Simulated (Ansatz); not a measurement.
**C₄H₁₁AlO: a changed input and its effect**

System: C₄H₁₁AlO, SMILES C[CH2][Al]([OH])[CH2]C.
Method of run A: RKS SPW92 (LDA)/def2-TZVPP (Ansatz 0.2.0).

The geometry comes from this level: PBE0-D4/def2-TZVP. Text and figures count atoms from 1; the logs count them from 0 in places.

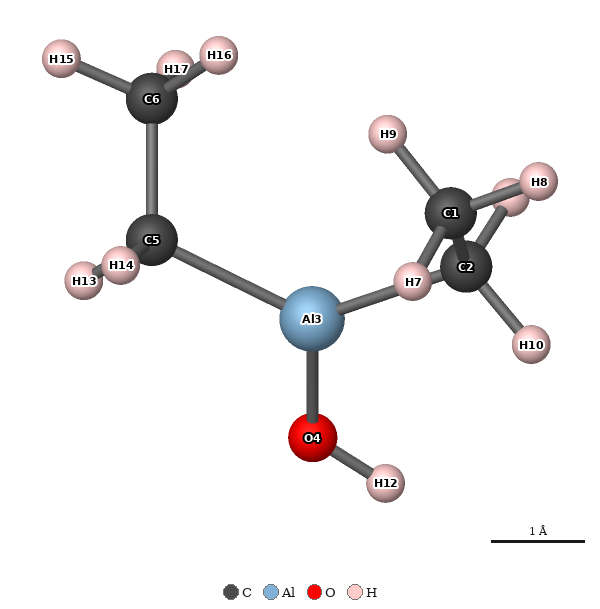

**Figure 1.** The structure as given in the input (ball-and-stick view, seen at a tilt; atoms are numbered from 1 in the order of the input). Sticks mark near contacts.

### Input file, run A
```yaml
crystal:
  periodic: [false, false, false]
  atoms:
    - {symbol: C, position_ang: [-1.367473, 1.709975, -0.306574]}
    - {symbol: C, position_ang: [-0.722862, 0.806799, -1.360820]}
    - {symbol: Al, position_ang: [0.873661, -0.168494, -0.761106]}
    - {symbol: O, position_ang: [2.107583, -0.567288, -1.869286]}
    - {symbol: C, position_ang: [1.150304, -0.760079, 1.083589]}
    - {symbol: C, position_ang: [-0.021028, -1.537129, 1.692402]}
    - {symbol: H, position_ang: [-0.690488, 2.507758, 0.012394]}
    - {symbol: H, position_ang: [-2.278124, 2.192448, -0.674760]}
    - {symbol: H, position_ang: [-1.641627, 1.152200, 0.593071]}
    - {symbol: H, position_ang: [-0.475811, 1.388752, -2.256883]}
    - {symbol: H, position_ang: [-1.455706, 0.063176, -1.703844]}
    - {symbol: H, position_ang: [2.082155, -0.316930, -2.791019]}
    - {symbol: H, position_ang: [2.065665, -1.360169, 1.122213]}
    - {symbol: H, position_ang: [1.356374, 0.125115, 1.700115]}
    - {symbol: H, position_ang: [0.162438, -1.807586, 2.736797]}
    - {symbol: H, position_ang: [-0.950153, -0.960180, 1.671387]}
    - {symbol: H, position_ang: [-0.214009, -2.468871, 1.152620]}
basis:
  gaussian: {orbitals: def2-TZVPP}
hamiltonian: {xc: lda}
output: {orbitals: {seedname: orbitals}}
```

Launched with:
```bash
ansatz run in.yaml --threads 4 --pin off --events-out ev --progress --plain --max-ram 11315MiB
```

Hardware: 4 threads of Intel Xeon @ 2.50GHz, 180 GiB of memory available, shared host.

### Output (run A)
```
Functional definition: SPW92
  exchange = slater_x
  correlation = pw_c
1789 factors; their error is unknown
mean field evaluation 1: about -12858.0421 eV, gradient 1.2e2 eV
mean field evaluation 2: about -12770.0056 eV, gradient 2.2e2 eV
mean field evaluation 4: about -12889.8134 eV, gradient 2.9e1 eV
mean field evaluation 8: about -12891.4136 eV, gradient 3.7e-1 eV
mean field evaluation 16: about -12891.3762 eV, gradient 8.4e-4 eV
mean field -12891.37621515 eV, -473.7493378182 hartree, gradient 3.4e-5 eV, S^2 0.000000; 0 other end points of the search recorded, 0 dependent functions left out
reference -12891.37626787 eV, -473.7493397554 hartree; 28, 28 occupied and 323, 323 virtual orbitals, 1789 factors
Total energy: -12891.37626787 eV, -473.7493397554 hartree
```

The input of run B differs as follows (lines with − go, lines with + come):
```diff
-hamiltonian: {xc: lda}
+hamiltonian: {xc: {name: BHLYP}, dispersion: d4}
```

How does run B compare with run A?

The total energies belong to different models, so their difference says nothing on which is more stable or more accurate. The HOMO goes from −5.86 to −8.18 eV. The LUMO goes from −1.10 to 0.65 eV. On the same kind of shared host run B took about 2.3 times as long.

### Output (run B)
```
Functional definition: BHLYP
  parameter a = 0.5
  exchange = (1 - a)*b88_x + a*exact_x
  correlation = lyp_c
2015 factors; their error is unknown
mean field evaluation 1: about -12958.7461 eV, gradient 8.2e1 eV
mean field evaluation 2: about -12957.5690 eV, gradient 8.6e1 eV
mean field evaluation 4: about -12972.4085 eV, gradient 3.7e0 eV
mean field evaluation 8: about -12972.4397 eV, gradient 8.8e-2 eV
mean field evaluation 16: about -12972.4675 eV, gradient 1.0e-4 eV
mean field -12972.46746749 eV, -476.7293863759 hartree, gradient 2.0e-5 eV, S^2 0.000000; 0 other end points of the search recorded, 0 dependent functions left out
reference -12972.46770297 eV, -476.7293950296 hartree; 28, 28 occupied and 323, 323 virtual orbitals, 2015 factors
Total energy: -12972.85475416 eV, -476.7436188987 hartree
```

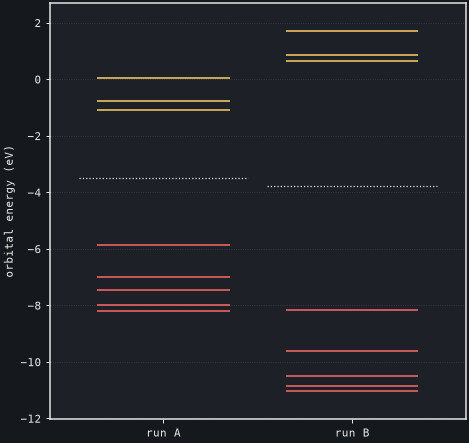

**Figure 2.** The five highest filled and three lowest empty orbital energies of the two runs; the dotted lines part filled from empty levels. The HOMO–LUMO gap is 4.76 eV in run A and 8.83 eV in run B.

### The two runs side by side

```tsv
quantity	run A	run B
outcome	converged	converged
total energy (hartree)	−473.749340	−476.743619
HOMO (eV)	−5.86	−8.18
LUMO (eV)	−1.10	0.65
basis functions	351	351
wall time (shared host)	5.5 s	13 s
```
